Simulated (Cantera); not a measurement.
Input: 1 mol MgO, 3.7 mol C, 1.8 mol CO, equilibrated at 0.165 Torr.

These are equilibrium values from Cantera (NASA tables, ideal gas, pure condensed phases), not measurements of a reactor. Candidate condensed phases: C, Mg, MgCO₃, MgO; 15 gas species. Equilibrium is a limit: real reactors are often held back by kinetics, nucleation or transport.

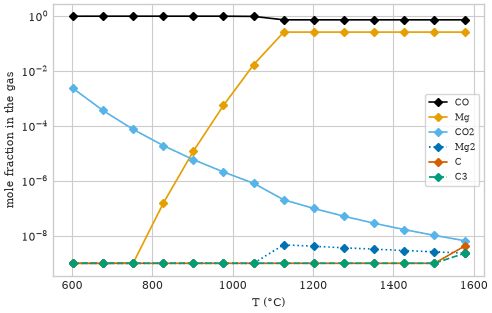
Fig. 1. Equilibrium gas composition (values under 1e-9 drawn at 1e-9)

From 602 °C to 1052 °C the condensed part is C(graphite) + MgO(s). From 1127 °C to 1577 °C the condensed part is C(graphite).
